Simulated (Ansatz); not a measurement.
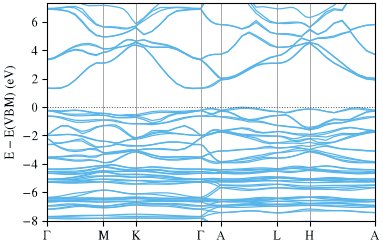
Fig. 1. Band structure from plane-wave PAW LDA with spin–orbit coupling (Ansatz code)

The gap is 1.29 eV; an edge lies off the plotted path or next to a special point (maximum off the standard path, minimum off the standard path).

The material is HgO in space group P3_221 (No. 154; Hg on 3a, O on 3b).

The workflow started from a Materials Project entry (that database holds measured and hypothetical structures alike); the Crystallography Open Database copy checked does not list it. COD files the formula under space group No. 44, 62, so this cell is another polymorph or a model. Its standing as an ambient phase is unchecked. The LDA relaxation kept the symmetry of its start; whether a distortion lowers the energy is not shown. A crystal of weakly bound chains computed without a dispersion correction: the cell and the soft elastic constants depend strongly on that.

Potentials: the later of the program's two PAW sets.
